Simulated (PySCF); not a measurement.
Si(F)(Me)2(Et), SMILES CC[Si](C)(C)F at its GFN2-xTB optimised geometry (Å):

```
17

C     -0.0770    -2.0582     1.6486
C     -0.5384    -0.6032     1.5944
Si    -0.0124     0.2976     0.0000
C     -0.5400     2.1193     0.0000
C     -0.5324    -0.6156    -1.5802
F      1.6194     0.2976     0.0000
H     -0.3536    -2.5160     2.5968
H      1.0032    -2.1179     1.5424
H     -0.5308    -2.6362     0.8471
H     -0.1261    -0.0746     2.4561
H     -1.6229    -0.5715     1.7068
H     -1.6194     2.2269    -0.0219
H     -0.1401     2.6362    -0.8669
H     -0.1754     2.6342     0.8837
H     -0.0708    -1.5973    -1.6319
H     -1.6078    -0.7528    -1.6323
H     -0.2277    -0.0661    -2.4661
```

Level of theory: PBE0/def2-SVP (PySCF). Cells within 0.4 Å of a nucleus heavier than hydrogen are left out (blank, or x).

Map of the log10 of the electron density (e/bohr³), floored at −4 on the plane z = 1.5 Å:

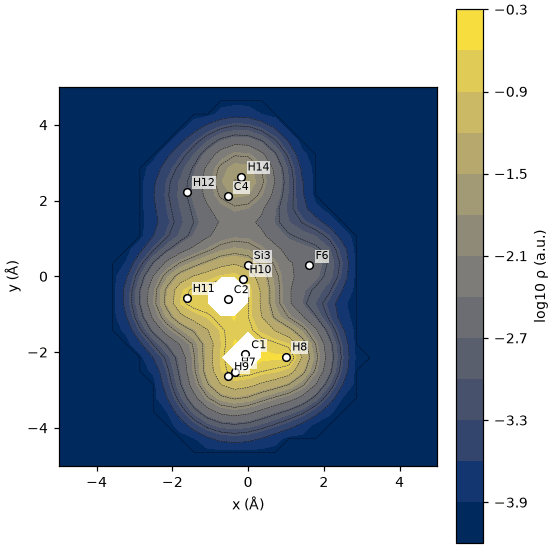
*Log10 of the electron density (e/bohr³), floored at −4 on the plane z = 1.5 Å.*
